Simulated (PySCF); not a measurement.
FH2P (fluorophosphane)

Input file:

```
{"job": {"kind": "nmr", "xc": "PBE0", "basis": "pcSseg-1"}, "charge": 0, "multiplicity": 1}
F      1.350672    -0.160190     0.029223
P     -0.179343    -0.007609     0.575774
H     -0.698721    -0.912844    -0.366031
H     -0.462374     1.085416    -0.261820
```

Command:

```sh
OMP_NUM_THREADS=1 python probes_run.py task.json out
```

Geometry: GFN2-xTB.

All numbers below come from PySCF, PBE0/pcSseg-1, SCF density, gas phase, non-relativistic.

> What will maps of the electron density and electron localisation function show?

P–F (1.63 Å): ρ at the midpoint is about 1.2 e/Å³; the ELF peaks at about 0.80 between the atoms; a polar covalent bond.
P–H (1.41 Å): ρ is about 1.1 e/Å³ halfway; the ELF climbs to about 1 towards the hydrogen, as it does in any bond to H.

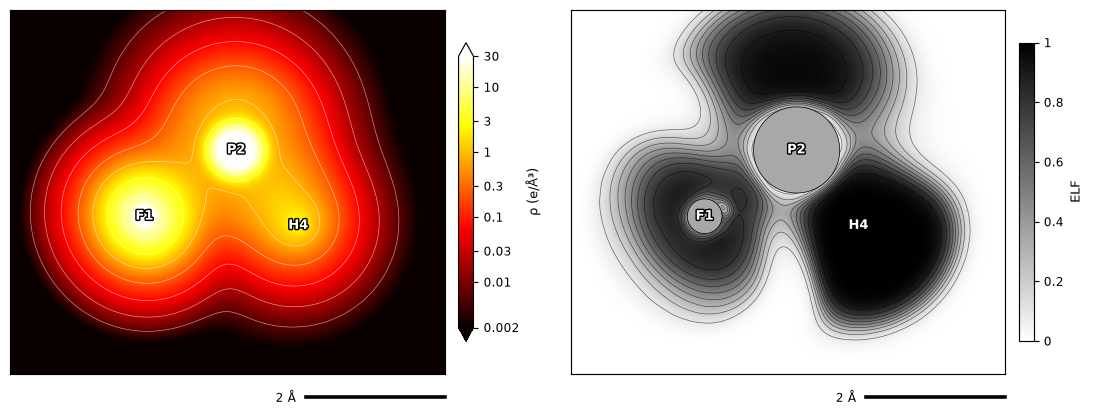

Computed electron density and electron localisation function on the plane of atoms F1, P2 and H4, in this order. Grey discs cover the atomic cores in the ELF map. 
